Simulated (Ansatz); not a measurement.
The starting structures come from a database of crystals and need not be the phases stable at ambient conditions.

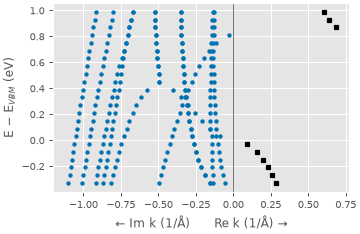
Figure: Complex bands at the centre of the two-dimensional zone; r2SCAN (Ansatz, an electronic-structure program)

No gap correction and no spin-orbit coupling; mid-gap values are interpolated between computed energies.

**Question.** This is Mg3Sb2 (P-3m1, not sure to be the ambient phase, 5 atoms a cell, 26.2 Å³ an atom) along the normal of (100). Read off the slowest decay at the centre of the two-dimensional zone at 0.39 eV, the computed energy nearest the middle of the gap.

**Answer.** κ ≈ 0.13 1/Å, a decay length 1/(2κ) of the density of 3.9 Å.
